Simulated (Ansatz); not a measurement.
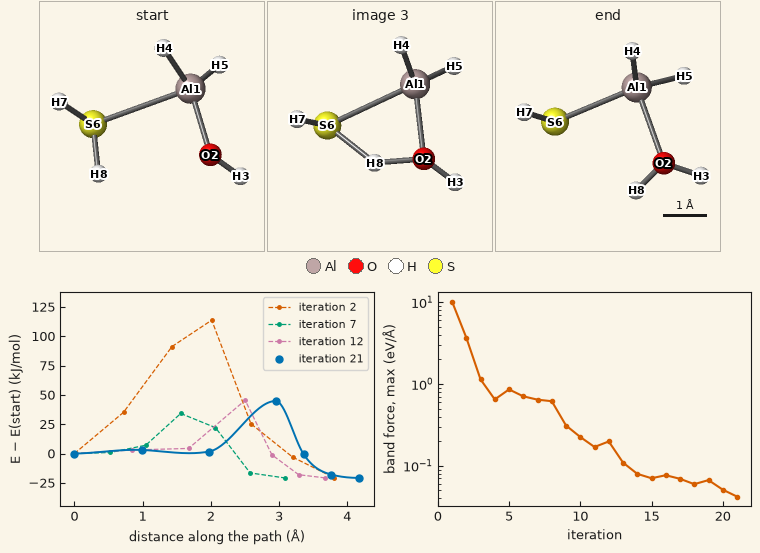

A nudged-elastic-band calculation for AlH$_{5}$SO. Images are numbered from 0 (start) to 6 (end). The plot follows the band through its iterations. Style: ball-and-stick. Shown face on.

Computed with Ansatz, RKS BHLYP-D4/def2-TZVP. Settings: 5 movable images; climbing image; force threshold 0.05 eV/Å; iteration limit 60; starting path through a guess of the saddle point.

Q: How did the profile develop, and is the result final?

A: The run is converged, with reservations. The band converged in 21 iterations. The largest component of the band force went from 10 to 0.042 eV/Å. The climbing image converged on the top of the path. Its vibrational analysis gives one imaginary mode (1200i cm⁻¹), as a transition state must have. The first iteration put the highest image at 254.2 kJ/mol. The energy climbs by 44.8 kJ/mol to image 3 and then falls by 65.6 kJ/mol, so the end point sits at −20.8 kJ/mol.
